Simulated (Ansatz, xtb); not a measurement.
## Ligand exchange: C2H9NSi + H2O2 → C2H8OSi + H3NO

Species: C2H9NSi `CC[SiH2]N`, singlet; H2O2 (hydrogen peroxide) `OO`, singlet; C2H8OSi `CC[SiH2]O`, singlet; H3NO (hydroxylamine) `NO`, singlet. The partners trade NH2 for OH: Si–NH2 and O–OH bonds give way to Si–OH and O–NH2.

Shapes, held fixed at every level: PBE0-D4/def2-TZVP. Flexible molecules stand in one conformer, not always the lowest. Programs: Ansatz 0.2.0, xtb 6.7.1. The zero-point and thermal change to 298 K, harmonic and unscaled (PBE0-D4/def2-TZVP), is +3.9 kJ/mol.

```
               level                    kind  ΔH(298 K) (kJ/mol)  less CCSD(T)/CBS estimate
            GFN1-xTB          semi-empirical              -266.3                     -118.5
         HF/def2-SVP            Hartree–Fock              -159.3                      -11.5
   PBE-D4/def2-TZVPP                     GGA              -134.6                      +13.2
 BHLYP-D4/def2-TZVPP           global hybrid              -152.8                       -5.0
  wB97M-V/def2-TZVPP  range-separated hybrid              -144.9                       +2.9
  wB97X-V/def2-TZVPP  range-separated hybrid              -144.9                       +2.9
  CCSD(T)/def2-TZVPP   coupled cluster or CI              -145.7                       +2.1
     CCSD/def2-TZVPP   coupled cluster or CI              -149.1                       -1.3
CCSD(T)/CBS estimate   coupled cluster or CI              -147.8                        0.0
```

The highest level, CCSD(T)/CBS estimate, gives ΔH(298 K) = -147.8 kJ/mol; the levels span -266.3 to -134.6. GFN1-xTB strays far from the other rows. The column of differences is taken from that level and isn't an error. No measured value is set beside it here. The CBS estimate extrapolates MP2 from def2-TZVPP and def2-QZVPP and adds CCSD(T) − MP2 in the triple-zeta set, cores frozen.

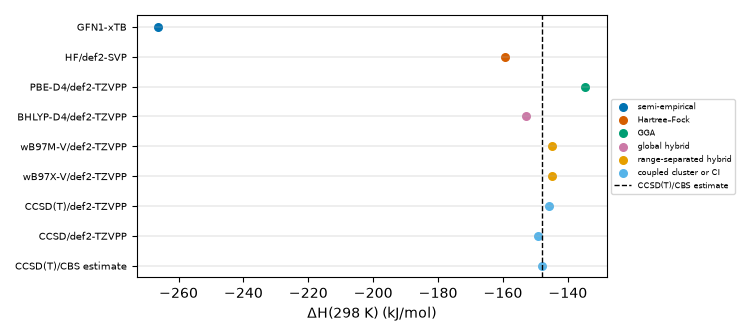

The values of the table, level by level.
